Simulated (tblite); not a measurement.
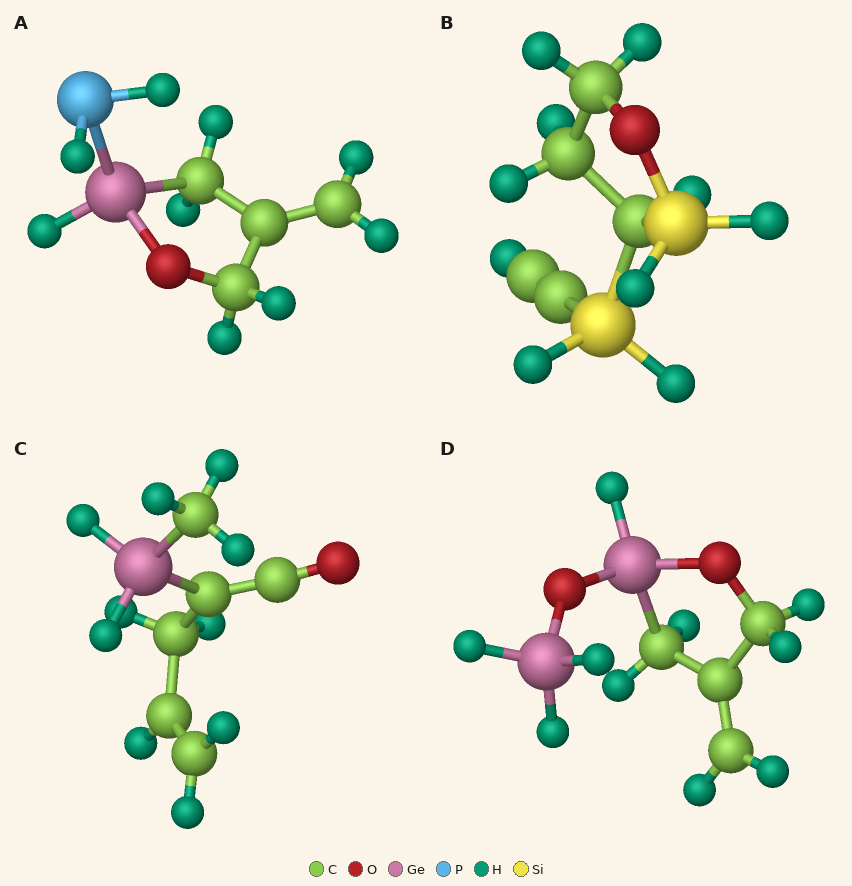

Simulated data, not a measurement (program: tblite).

Which panel belongs to which SMILES?
(1) C=C1C[O][Ge@H]([O][GeH3])[CH2]1
(2) C#C[SiH2][C@H]1CCO[SiH2]1
(3) C=CC[C](=C=O)[GeH2][CH3]
(4) C=C1C[O][Ge@@H]([PH2])[CH2]1

A is (4), B is (2), C is (3), D is (1).
